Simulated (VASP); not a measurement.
Band structure of PbSe (relaxed from the WC structure, space group P-6m2). All values below come from r2SCAN meta-GGA, VASP's PBE PAW potentials (set 64) (plane waves; VASP).

Unless said otherwise, spin-orbit coupling is left out, though it shifts the bands of the heavy elements here.

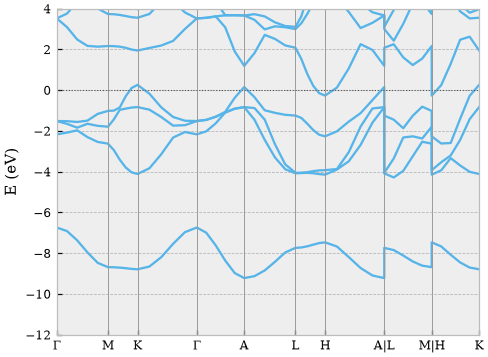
Bands along high-symmetry lines, zero at the valence-band maximum or, without a gap, the Fermi level

Read the plot: is there a gap, and where are the band edges?

It has no gap at this level: it comes out as a metal or semimetal.

The structure was generated: PbSe was put into the WC type (P-6m2), which need not be its known phase. It was relaxed first.
